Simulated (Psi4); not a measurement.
# NO+ (nitrosonium): B3LYP/aug-cc-pVTZ

What is the energy change on altering one bond length of NO+ (nitrosonium) at B3LYP/aug-cc-pVTZ? 

Program for the calculation: Psi4 1.11.

## Step 1: The system as given

NO+: 2 atoms, total charge +1, spin state singlet. SMILES: `N#[O+]`. The bond length is the measured one.

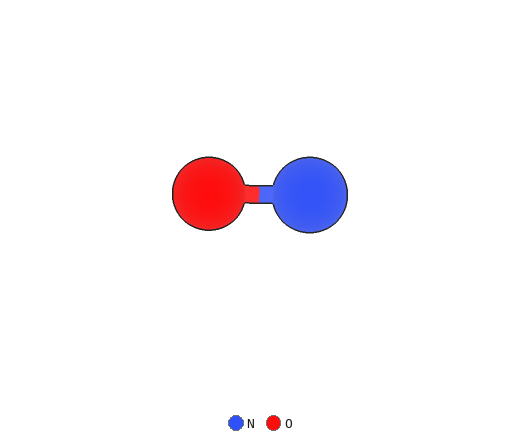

Viewed from a chosen angle; nitrogen blue, oxygen red.

## Step 2: Energy and gradient at B3LYP/aug-cc-pVTZ

calc.py

```python
import psi4

psi4.set_memory(1600000000)
psi4.set_num_threads(1)
psi4.core.set_output_file('run.log', False)

molecule = psi4.geometry("""
1 1
N      0.000000     0.000000     0.000000
O      0.000000     0.000000     1.063220
symmetry c1
no_reorient
no_com
""")

options = {'basis': 'aug-cc-pVTZ', 'puream': True, 'e_convergence': 1e-09, 'd_convergence': 1e-08, 'scf_type': 'pk', 'dft_radial_points': 99, 'dft_spherical_points': 590}
psi4.set_options(options)

e_tot = psi4.gradient("B3LYP", molecule=molecule)
print('gradient / Eh bohr^-1')
print(e_tot.np.round(6))
```

Command:

```console
$ python calc.py
```

run.log:

```text
[...]
  Running in c1 symmetry.
[...]
  Nuclear repulsion =   27.871864522413048
[...]
  Multiplicity = 1
[...]
  Nalpha       = 7
  Nbeta        = 7
[...]
    Number of basis functions: 92
[...]
   @RKS iter   1:  -129.58048043822214    1.50862e-01   1.37229e-03 DIIS/ADIIS
[...]
   @RKS iter   8:  -129.58720271620032   -4.32010e-11   2.61996e-09 DIIS
[...]
    Orbital Energies [Eh]
    ---------------------
    Doubly Occupied:
       1A    -19.768346     2A    -14.960663     3A     -1.780327
       4A     -1.096705     5A     -0.986719     6A     -0.986719
       7A     -0.919379
[...]
  @RKS Final Energy:  -129.58720271620032
   => Energetics <=
    Nuclear Repulsion Energy =             27.8718645224130483
    One-Electron Energy =                -225.2059266270935893
    Two-Electron Energy =                  79.8683836734396095
    DFT Exchange-Correlation Energy =     -12.1215242849594027
    Empirical Dispersion Energy =           0.0000000000000000
    VV10 Nonlocal Energy =                  0.0000000000000000
    Total Energy =                       -129.5872027162003235
[...]
 Multipole Moments:
 ------------------------------------------------------------------------------------
     Multipole            Electronic (a.u.)      Nuclear  (a.u.)        Total (a.u.)
 ------------------------------------------------------------------------------------
 L = 1.  Multiply by 2.5417464519 to convert [e a0] to [Debye]
 Dipole X            :         -0.0000000            0.0000000           -0.0000000
 Dipole Y            :         -0.0000000            0.0000000           -0.0000000
 Dipole Z            :        -15.1558789           16.0735569            0.9176779
 Magnitude           :                                                    0.9176779
[...]
  -Total Gradient:
     Atom            X                  Y                   Z
    ------   -----------------  -----------------  -----------------
       1       -0.000000000000    -0.000000000000    -0.020143651919
       2        0.000000000000     0.000000000000     0.020143909794
[...]
```

The script printed:

```text
gradient / Eh bohr^-1
[[-0.       -0.       -0.020144]
 [ 0.        0.        0.020144]]
```

Run time: 6.9 s. Hardware: 1 thread of Intel Xeon 6975P-C (Granite Rapids), shared host; peak memory 0.66 GiB.

## Step 3: The distorted shape: a single-point energy at B3LYP/aug-cc-pVTZ

no.py

```python
import psi4

psi4.set_memory('1600 MB')
psi4.set_num_threads(1)
psi4.core.set_output_file('output.dat', False)

molecule = psi4.geometry("""
1 1
N      0.00000000     0.00000000    -0.30137352
O      0.00000000     0.00000000     2.00919461
units bohr
symmetry c1
""")

psi4.set_options({
    'basis': 'aug-cc-pVTZ',
    'reference': 'rks',
    'puream': True,
    'e_convergence': 1e-09,
    'd_convergence': 1e-08,
    'scf_type': 'pk',
    'dft_radial_points': 99,
    'dft_spherical_points': 590,
})

result = psi4.energy('b3lyp')
print(f'b3lyp energy: {result:.10f} Eh')
```

Command:

```console
$ python no.py
```

output.dat:

```text
[...]
  Running in c1 symmetry.
[...]
  Nuclear repulsion =   24.236463436375711
[...]
  Multiplicity = 1
[...]
  Nalpha       = 7
  Nbeta        = 7
[...]
    Number of basis functions: 92
[...]
   @RKS iter   1:  -129.51055671541903   -1.05662e-01   2.27565e-03 ADIIS/DIIS
[...]
   @RKS iter   8:  -129.53064633592740   -3.91907e-10   6.49298e-09 DIIS
[...]
    Orbital Energies [Eh]
    ---------------------
    Doubly Occupied:
       1A    -19.767665     2A    -14.995679     3A     -1.642969
       4A     -1.118525     5A     -0.911498     6A     -0.911498
       7A     -0.905548
[...]
  @RKS Final Energy:  -129.53064633592740
   => Energetics <=
    Nuclear Repulsion Energy =             24.2364634363757112
    One-Electron Energy =                -218.4080896506364979
    Two-Electron Energy =                  76.6224959301363953
    DFT Exchange-Correlation Energy =     -11.9815160518030073
    Empirical Dispersion Energy =           0.0000000000000000
    VV10 Nonlocal Energy =                  0.0000000000000000
    Total Energy =                       -129.5306463359274005
[...]
 Multipole Moments:
 ------------------------------------------------------------------------------------
     Multipole            Electronic (a.u.)      Nuclear  (a.u.)        Total (a.u.)
 ------------------------------------------------------------------------------------
 L = 1.  Multiply by 2.5417464519 to convert [e a0] to [Debye]
 Dipole X            :         -0.0000000            0.0000000           -0.0000000
 Dipole Y            :          0.0000000            0.0000000            0.0000000
 Dipole Z            :         -0.2962400            0.0046361           -0.2916040
 Magnitude           :                                                    0.2916040
[...]
```

The script printed:

```text
b3lyp energy: -129.5306463359 Eh
```

It took 4.2 s on 1 thread of Intel Xeon 6975P-C (Granite Rapids), shared host; peak memory 0.65 GiB.

## Step 4: Results

Level: B3LYP/aug-cc-pVTZ.

| quantity | value |
| --- | --- |
| first shape: total energy | -129.58720 Eh |
| first shape: HOMO energy | -25.02 eV |
| first shape: LUMO energy | -13.46 eV |
| first shape: HOMO–LUMO gap | 11.56 eV |
| first shape: largest force on an atom | 1.036 eV/Å |
| distorted shape: total energy | -129.53065 Eh |
| distorted shape: HOMO energy | -24.64 eV |
| distorted shape: LUMO energy | -15.12 eV |
| distorted shape: HOMO–LUMO gap | 9.52 eV |
| energy change with the N1–O2 bond stretched from 1.063 to 1.223 Å | 1.539 eV |

With the N1–O2 bond stretched from 1.063 to 1.223 Å the energy rises by 1.54 eV (35 kcal/mol). The first shape isn't relaxed at this level, so the change isn't measured from a minimum. The largest force (first shape) is 1.04 eV/Å: the shape isn't a stationary point for this species at this level.
